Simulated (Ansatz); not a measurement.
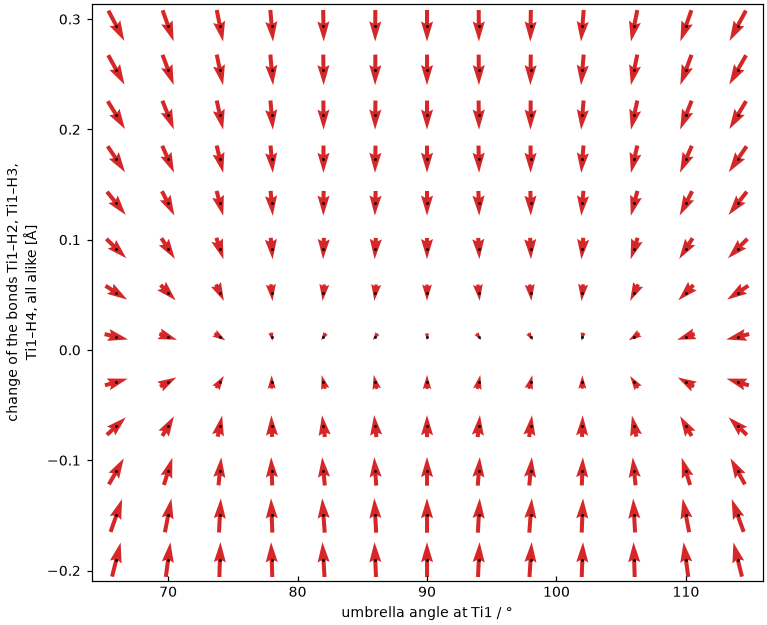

TiH3, spin multiplicity 2. Coordinates scanned: (1) umbrella angle at Ti1 (between each of its bonds and their common axis; 90 is planar); (2) change of the bonds Ti1–H2, Ti1–H3, Ti1–H4, all alike. Nothing is relaxed (all other coordinates rigid). The grid has 13 × 13 points; 91 points were computed and 78 follow by symmetry. Points are written as (first, second). These are results of UKS PBE-D4/def2-TZVP (Ansatz), not measurements.

In the figure: dots at the grid points, arrows along the force (downhill), their lengths compressed.

### The arrows alone are given. Where are the wells?

The arrows converge at about (79°, 0.000 Å); about (101°, 0.00 Å) (read from the interpolated surface).

The energy map of the same scan:

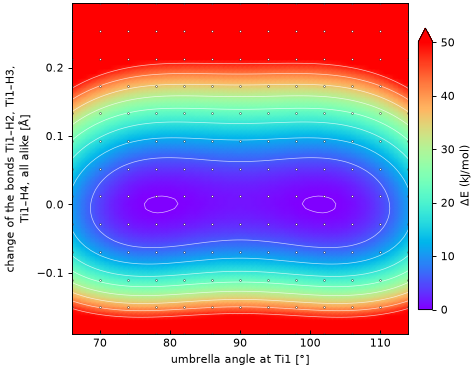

Energies are in kJ/mol, from the lowest grid point; between grid points the surface is interpolated.
